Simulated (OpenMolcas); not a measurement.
**CH₄Se (charge −1): single-point calculation (part 2 of 2)**

Continued. System: CH₄Se, charge −1, multiplicity 2. Method: M06-L/def2-SVPD, UKS (OpenMolcas 26.06). The geometry is that of the parent species in another charge or spin state. The geometry comes from this level: PBE0-D4/def2-TZVP.

Geometry of the input (Å):
```
C  -0.1344  -0.3535  -0.3938
Se 0.8543  0.2568  1.1707
H  -1.1979  -0.4132  -0.1748
H  0.2439  -1.3500  -0.6172
H  0.0513  0.3004  -1.2427
H  0.1828  1.5596  1.2578
```

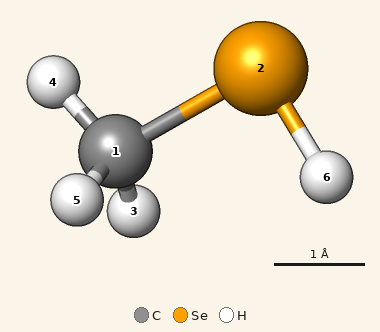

Fig. 1: The structure as given in the input (ball-and-stick view, seen at a tilt; atoms are numbered from 1 in the order of the input).

### Output, continued
```
   9  -441.587073895 -1698.674594816  1156.614776344   2.09E-03*   4.14E-02*   1.13E-02*    2.38E+00   3.64E+02   c2DIIS       2.
  10  -441.592580196 -1698.908790102  1156.843465328  -5.51E-03*   2.47E-02*   1.08E-03*    1.96E+00   3.64E+02   QNRc2DIIS    2.
  11  -441.592596324 -1698.764103668  1156.698762766  -1.61E-05*   2.30E-02*   9.31E-04*    7.47E-01   3.64E+02   QNRc2DIIS    2.
  12  -441.592635517 -1698.811813071  1156.746432976  -3.92E-05*   1.84E-02*   6.95E-04*    8.36E-01   3.64E+02   QNRc2DIIS    2.
  13  -441.592642955 -1698.879347545  1156.813960013  -7.44E-06*   9.20E-03*   5.04E-04*    5.59E-01   3.64E+02   QNRc2DIIS    2.
  14  -441.592647950 -1698.855472716  1156.790080189  -4.99E-06*   1.01E-02*   2.50E-04*    3.60E-01   3.64E+02   QNRc2DIIS    2.
  15  -441.592649775 -1698.840375102  1156.774980749  -1.83E-06*   4.30E-03*   2.63E-04*    4.27E-01   3.64E+02   QNRc2DIIS    2.
  16  -441.592650495 -1698.851045023  1156.785649951  -7.20E-07*   3.76E-03*   6.70E-05*    1.58E-01   3.64E+02   QNRc2DIIS    2.
  17  -441.592650740 -1698.849303431  1156.783908114  -2.45E-07*   1.93E-03*   3.22E-05*    8.97E-02   3.64E+02   QNRc2DIIS    2.
  18  -441.592650794 -1698.856996145  1156.791600773  -5.41E-08*   6.85E-04*   2.33E-05*    5.49E-02   3.64E+02   QNRc2DIIS    2.
  19  -441.592650807 -1698.855319950  1156.789924565  -1.25E-08*   4.13E-04*   6.06E-06*    2.11E-02   3.64E+02   QNRc2DIIS    2.
  20  -441.592650811 -1698.854761023  1156.789365635  -3.59E-09*   2.04E-04*   5.29E-06*    4.71E-03   3.64E+02   QNRc2DIIS    2.
  21  -441.592650811 -1698.854595754  1156.789200365  -7.65E-10*   1.32E-04*   1.97E-06*    6.51E-03   3.64E+02   QNRc2DIIS    2.
  22  -441.592650812 -1698.854631775  1156.789236386  -2.16E-10*   1.81E-05*   1.00E-06*    3.20E-03   3.64E+02   QNRc2DIIS    2.
  23  -441.592650812 -1698.854612869  1156.789217480  -2.86E-11    5.46E-05*   8.18E-07*    1.27E-04   3.64E+02   QNRc2DIIS    2.
  24  -441.592650812 -1698.854601154  1156.789205765  -3.14E-11    1.34E-05*   3.82E-07*    8.84E-04   3.64E+02   QNRc2DIIS    2.
  25  -441.592650812 -1698.854580347  1156.789184958  -5.46E-12    4.82E-06    1.76E-07*    1.21E-04   3.64E+02   QNRc2DIIS    2.
  26  -441.592650812 -1698.854583839  1156.789188450  -3.64E-12    8.23E-07    4.18E-08     4.49E-05   3.64E+02   QNRc2DIIS    2.

       Convergence after  26 Iterations
--

 *****************************************************************************************************************************
 *                                             SCF/KS-DFT Program, Final results                                             *
 *                                                       Final Results                                                       *
 *****************************************************************************************************************************

::    Total KS-DFT energy                           -2441.5926508116
      One-electron energy                           -3698.8545838395
      Two-electron energy                            1156.7891884504
      Nuclear repulsion energy                        100.4727445774
      Kinetic energy (interpolated)                  2439.0068806134
      Virial theorem                                    1.0010601734
      Total spin, S(S+1)                                0.7522482445
      Total spin, S                                     0.5011234911
      Max non-diagonal density matrix element           0.0000005358
      Max non-diagonal Fock matrix element              0.0000000108

      All orbitals with orbital energies smaller than  E(LUMO)+0.5 are printed

++    Molecular orbitals:
      -------------------

      Title: UKS-DFT orbitals (alpha)

      Molecular orbitals for symmetry species 1: a

          Orbital            1         2         3         4         5         6         7         8         9        10
          Energy         -452.9606  -57.7543  -51.7171  -51.7162  -51.7134   -9.9049   -7.6377   -5.5319   -5.5289   -5.5187
          Occ. No.          1.0000    1.0000    1.0000    1.0000    1.0000    1.0000    1.0000    1.0000    1.0000    1.0000

          Orbital           11        12        13        14        15        16        17        18        19        20
          Energy           -1.8456   -1.8455   -1.8375   -1.8351   -1.8331   -0.5433   -0.4257   -0.2365   -0.2243   -0.1802
          Occ. No.          1.0000    1.0000    1.0000    1.0000    1.0000    1.0000    1.0000    1.0000    1.0000    1.0000

          Orbital           21        22        23        24        25        26        27        28        29        30
          Energy           -0.1296   -0.0340    0.1031    0.1393    0.1582    0.1724    0.1807    0.1867    0.2388    0.2396
          Occ. No.          1.0000    1.0000    1.0000    0.0000    0.0000    0.0000    0.0000    0.0000    0.0000    0.0000

          Orbital           31        32        33        34        35        36        37        38        39        40
          Energy            0.2549    0.2742    0.2877    0.3088    0.3211    0.3311    0.3511    0.3817    0.4163    0.4359
          Occ. No.          0.0000    0.0000    0.0000    0.0000    0.0000    0.0000    0.0000    0.0000    0.0000    0.0000

          Orbital           41        42        43        44        45        46        47        48        49        50
          Energy            0.4379    0.4711    0.4904    0.4913    0.4981    0.5012    0.5155    0.5287    0.5401    0.5823
          Occ. No.          0.0000    0.0000    0.0000    0.0000    0.0000    0.0000    0.0000    0.0000    0.0000    0.0000

          Orbital           51        52        53
          Energy            0.5837    0.5899    0.6001
          Occ. No.          0.0000    0.0000    0.0000

--

      All orbitals with orbital energies smaller than  E(LUMO)+0.5 are printed

++    Molecular orbitals:
      -------------------

      Title: UKS-DFT orbitals (beta)

      Molecular orbitals for symmetry species 1: a

          Orbital            1         2         3         4         5         6         7         8         9        10
          Energy         -452.9604  -57.7542  -51.7167  -51.7160  -51.7133   -9.9013   -7.6374   -5.5314   -5.5287   -5.5185
          Occ. No.          1.0000    1.0000    1.0000    1.0000    1.0000    1.0000    1.0000    1.0000    1.0000    1.0000

          Orbital           11        12        13        14        15        16        17        18        19        20
          Energy           -1.8451   -1.8448   -1.8370   -1.8349   -1.8328   -0.5381   -0.4223   -0.2329   -0.2215   -0.1767
          Occ. No.          1.0000    1.0000    1.0000    1.0000    1.0000    1.0000    1.0000    1.0000    1.0000    1.0000

          Orbital           21        22        23        24        25        26        27        28        29        30
          Energy           -0.1250   -0.0332    0.1378    0.1708    0.1980    0.2170    0.2229    0.2384    0.2423    0.2680
          Occ. No.          1.0000    1.0000    0.0000    0.0000    0.0000    0.0000    0.0000    0.0000    0.0000    0.0000

          Orbital           31        32        33        34        35        36        37        38        39        40
          Energy            0.2918    0.2941    0.3003    0.3013    0.3236    0.3439    0.3860    0.3961    0.4249    0.4280
          Occ. No.          0.0000    0.0000    0.0000    0.0000    0.0000    0.0000    0.0000    0.0000    0.0000    0.0000

          Orbital           41        42        43        44        45        46        47        48        49        50
          Energy            0.4620    0.4748    0.4790    0.5023    0.5033    0.5158    0.5296    0.5310    0.5530    0.5767
          Occ. No.          0.0000    0.0000    0.0000    0.0000    0.0000    0.0000    0.0000    0.0000    0.0000    0.0000

          Orbital           51        52        53        54
          Energy            0.5781    0.5956    0.5996    0.6375
          Occ. No.          0.0000    0.0000    0.0000    0.0000

--

++    Molecular charges:
      ------------------

      Mulliken charges per centre and basis function type
      ---------------------------------------------------

                            C1                      SE2                     H3                      H4                      H5                      H6
                     alpha        beta       alpha        beta       alpha        beta       alpha        beta       alpha        beta       alpha        beta
      1s           0.9276      1.3278      4.1164      3.9148      0.4421      0.5537      0.4241      0.5594      0.4421      0.5537      0.4597      0.4707
      2px          0.5109      0.4567      3.0542      2.7763      0.0662      0.0223      0.0205      0.0107      0.0183      0.0064      0.0073      0.0206
      2pz          0.4983      0.4559      3.4690      2.6837      0.0134      0.0083      0.0187      0.0052      0.0560      0.0135     -0.0102      0.0087
      2py          0.5022      0.4424      2.8055      2.5859      0.0178      0.0033      0.0534      0.0131      0.0231      0.0140      0.0139      0.0140
      3d2+         0.0016     -0.0004      1.0092      1.0104      0.0000      0.0000      0.0000      0.0000      0.0000      0.0000      0.0000      0.0000
      3d1+         0.0003      0.0022      0.9829      1.0151      0.0000      0.0000      0.0000      0.0000      0.0000      0.0000      0.0000      0.0000
      3d0          0.0068      0.0115      1.0087      1.0156      0.0000      0.0000      0.0000      0.0000      0.0000      0.0000      0.0000      0.0000
      3d1-         0.0035      0.0026      1.0109      1.0099      0.0000      0.0000      0.0000      0.0000      0.0000      0.0000      0.0000      0.0000
      3d2-         0.0065      0.0015      1.0194      1.0106      0.0000      0.0000      0.0000      0.0000      0.0000      0.0000      0.0000      0.0000
      Total        2.4576      2.7001     18.4763     17.0223      0.5394      0.5876      0.5166      0.5884      0.5394      0.5875      0.4707      0.5140
      Total              5.1577                 35.4986                  1.1270                  1.1050                  1.1270                  0.9847

      Charge            0.8423                 -1.4986                 -0.1270                 -0.1050                 -0.1270                  0.0153

      Total electronic charge=   45.000000

      Total            charge=   -1.000000
--

++    Molecular orbitals:
      -------------------

      Title: Natural orbitals

      Molecular orbitals for symmetry species 1: a

          Orbital            1         2         3         4         5         6         7         8         9        10
          Energy         -452.9605  -57.7543  -51.7169  -51.7161  -51.7133   -9.8927   -7.6345   -5.4481   -5.5192   -5.4959
          Occ. No.          2.0000    2.0000    2.0000    2.0000    2.0000    2.0000    2.0000    2.0000    2.0000    2.0000

          Orbital           11        12        13        14        15        16        17        18        19        20
          Energy           -1.8480   -1.8683   -1.8665   -1.8469   -1.8938   -0.4633   -0.2710   -0.4019   -0.0573   -0.1991
          Occ. No.          2.0000    2.0000    2.0000    2.0000    2.0000    2.0000    1.9999    1.9999    1.9999    1.9998

          Orbital           21        22        23        24        25        26        27        28        29        30
          Energy           -0.2220   -0.1481    0.1609    0.3532    0.4627    0.4296    0.4640    0.4354    0.5055    0.4904
          Occ. No.          1.9998    1.9996    1.0000    0.0004    0.0002    0.0002    0.0001    0.0001    0.0001    0.0000

          Orbital           31        32        33        34        35        36        37        38        39        40
          Energy            0.9274    0.9612    1.2824    1.2885    1.6935    1.2510    2.4656    3.0690    1.1701    1.2745
          Occ. No.          0.0000    0.0000    0.0000    0.0000    0.0000    0.0000    0.0000    0.0000    0.0000    0.0000

          Orbital           41        42        43        44        45        46        47        48        49        50
          Energy            1.9400    1.3487    1.2614    0.7186    0.4864    0.6917    0.5586    0.5876    0.6886    0.8814
          Occ. No.          0.0000    0.0000    0.0000    0.0000    0.0000    0.0000    0.0000    0.0000    0.0000    0.0000

          Orbital           51        52        53        54        55        56        57        58        59        60
          Energy            0.3821    1.2067    0.4913    0.9611    0.5004    0.5514    0.7964    1.0388    0.5138    0.4810
          Occ. No.          0.0000    0.0000    0.0000    0.0000    0.0000    0.0000    0.0000    0.0000    0.0000    0.0000

          Orbital           61        62        63        64        65        66        67        68        69        70
          Energy            1.9916    0.5553    0.7961    1.2659    0.6685    1.4619    2.8450    0.6826    0.7997    1.7266
          Occ. No.          0.0000    0.0000    0.0000    0.0000    0.0000    0.0000    0.0000    0.0000    0.0000    0.0000

          Orbital           71        72        73        74        75        76        77        78        79        80
          Energy            1.7162    1.6889    0.7639    0.5140    0.8384    1.5755    1.8331    0.5002    2.4617    1.8319
          Occ. No.          0.0000    0.0000    0.0000    0.0000    0.0000    0.0000    0.0000    0.0000    0.0000    0.0000

          Orbital           81        82        83        84        85        86        87
          Energy            0.8422    3.0853    1.7097    2.0715    1.8118    2.6331    1.6693
          Occ. No.          0.0000    0.0000    0.0000    0.0000    0.0000    0.0000    0.0000

--

++    Molecular properties:
      ---------------------

      Charge (e):
                      =   -1.0000
      Dipole Moment (debye):
      Origin of the operator (angstrom)=    0.6872    0.1707    0.9177
                   X= -3.4440E-01               Y=  1.6426E-01               Z= -2.9294E-01           Total=  4.8105E-01
      Center of Charge (angstrom)
                     X=    0.75889206               Y=    0.13649929               Z=    0.97867207
      Quadrupole Moment (debye*angstrom):
      Origin of the operator (angstrom)=    0.6872    0.1707    0.9177
                  XX= -4.4681E+01              XY= -2.8103E+00              XZ= -4.9014E+00              YY= -4.1092E+01
                  YZ= -2.6125E+00              ZZ= -4.9577E+01
      In traceless form (debye*angstrom)
                  XX=  6.5362E-01              XY= -4.2154E+00              XZ= -7.3521E+00              YY=  6.0376E+00
                  YZ= -3.9187E+00              ZZ= -6.6912E+00
--

--- Stop Module: scf /rc=_RC_ALL_IS_WELL_ ---
--- Module scf spent 1 minute 2 seconds ---

.##################.
.# Happy landing! #.
.##################.

    Timing: Wall=64.42 User=59.11 System=5.28
```

### Summary

- outcome: converged
- total energy: −2441.592651 hartree
- basis functions: 93
- ⟨S²⟩: 0.752
- hardware: 1 thread of Intel Xeon (Granite Rapids), 64 GiB of memory available, shared host
- wall time: 65 s
- peak memory: 0.51 GiB
